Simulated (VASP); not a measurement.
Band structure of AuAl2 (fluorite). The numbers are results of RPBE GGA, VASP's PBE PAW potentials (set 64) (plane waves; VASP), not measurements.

Unless said otherwise, spin-orbit coupling is left out, though it shifts the bands of the heavy elements here.

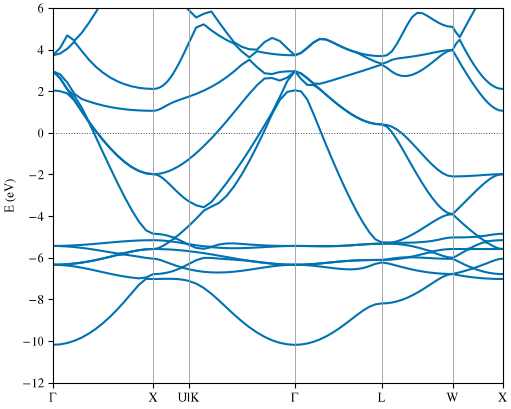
*Bands along high-symmetry lines, zero at the valence-band maximum or, without a gap, the Fermi level*

Problem. Read the plot: is there a gap, and where are the band edges?

Solution. It has no gap at this level: it comes out as a metal or semimetal. (Edges off the drawn lines would not show.)

The compound is AuAl2 in the fluorite structure. It was relaxed first. The electron count is odd and the run is not spin-polarised, which forces a metal.
